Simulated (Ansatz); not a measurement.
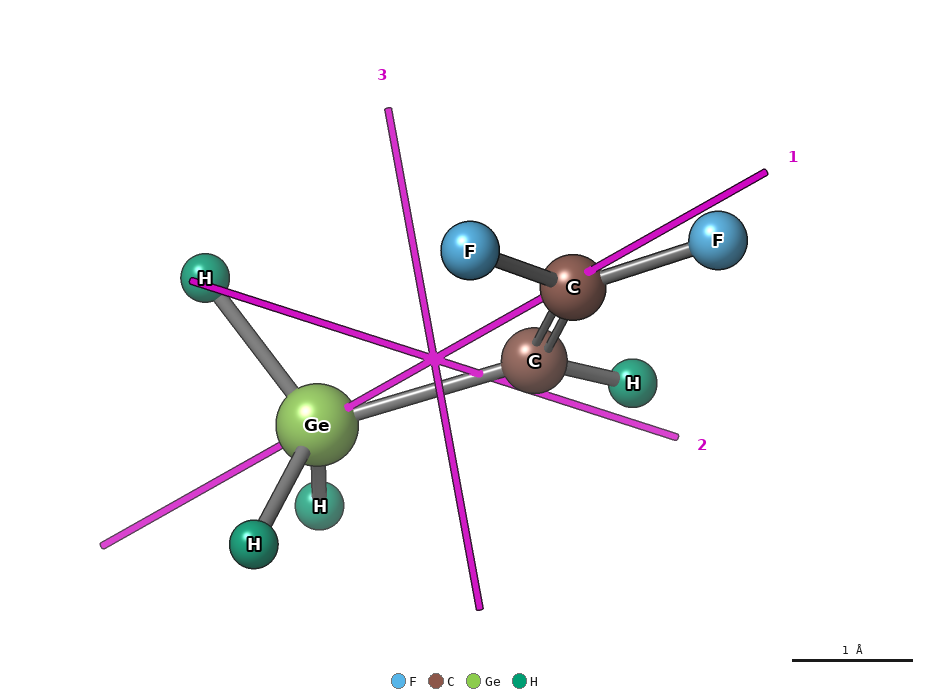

The three principal axes of inertia are drawn and numbered. Atoms fade into the background with distance from the viewer. The geometry was computed by an optimisation with PBE-D4/def2-SVP. No frequency run is at hand to confirm it as a minimum. Masses are those of the most abundant isotopes; constants are for the rigid equilibrium geometry.

Which line is the a axis (least moment of inertia), which b and which c?

a is line 1, b is line 2, c is line 3; the moments are 53.3, 375, 422 u Å².

Classify the rotor and give the rotational constants (cm⁻¹).

An asymmetric top (Cs): A = 0.317, B = 0.0450, C = 0.0400 cm⁻¹. Ray's parameter κ is −0.96, close to the prolate limit.
